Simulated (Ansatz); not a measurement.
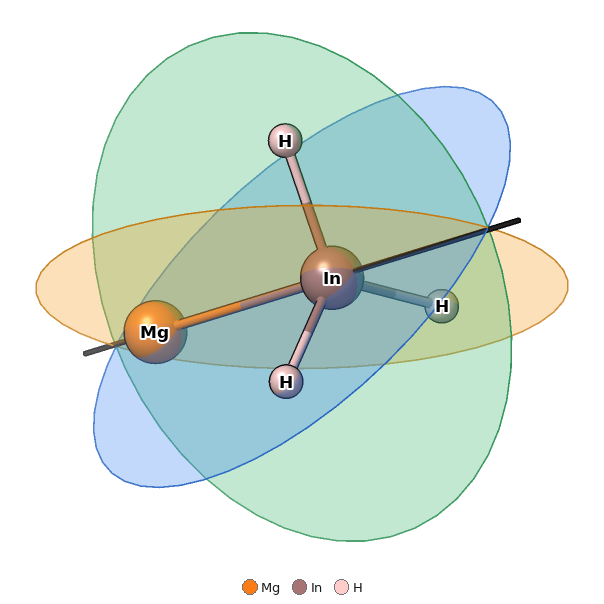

All proper rotation axes (lines) and mirror planes (discs) of the structure are drawn in. Atoms fade into the background with distance from the viewer. Computed geometry: PBE-D4/def2-SVP optimisation. No frequency run is at hand to confirm it as a minimum.

Name the symmetry elements and the point group.

It has 1 C3 axis and 3 mirror planes. Point group C3v. The group has 6 operations. The geometry is achiral, and symmetry allows a dipole moment.
